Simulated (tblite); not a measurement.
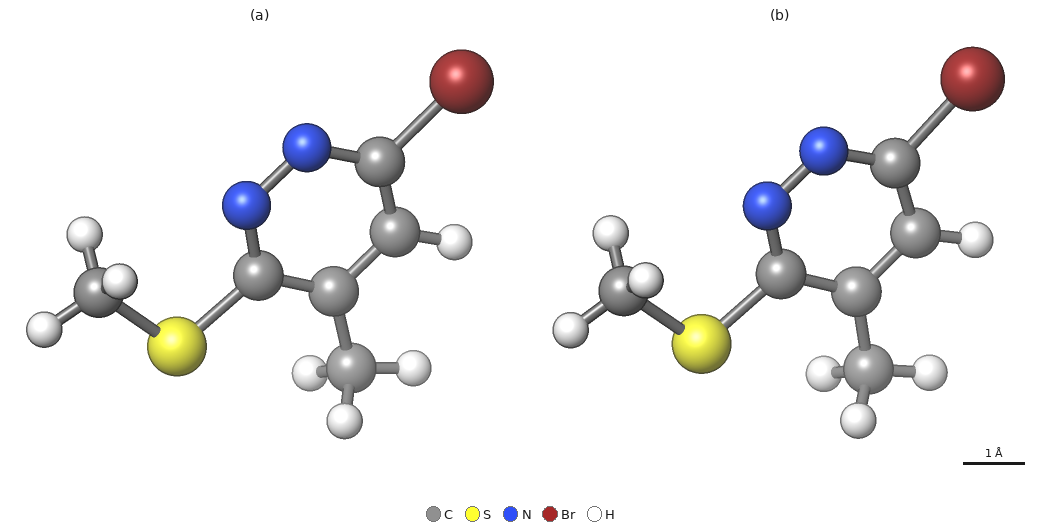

The structure of C$_{6}$H$_{7}$BrN$_{2}$S before (left) and after (right) a relaxation, at one scale.

The picture is a ball-and-stick view, seen at a tilt.

The calculation used GFN2-xTB geometry optimisation, gas phase (tblite 0.8.0). 

**Summarise the run.**

Over 30 geometry steps the energy falls by 0.344 eV. The atom that moves furthest after the best rigid fit is the Br atom (0.17 Å). Largest moves by element: Br 0.17 Å, H 0.11 Å, S 0.09 Å, C 0.09 Å, N 0.07 Å. Near-neighbour distances that change, for instance: N–N 1.374 → 1.300 Å, C–N 1.346 → 1.309 Å, C–N 1.358 → 1.321 Å, C–S 1.778 → 1.743 Å. Among the angles between lasting bonds that change: C–C–C 119.2° → 123.6°, H–C–H 109.9° → 107.1°, N–C–C 120.4° → 123.1°. The run took 0.31 s on 1 thread of Arm Neoverse V1, with other jobs on the host.
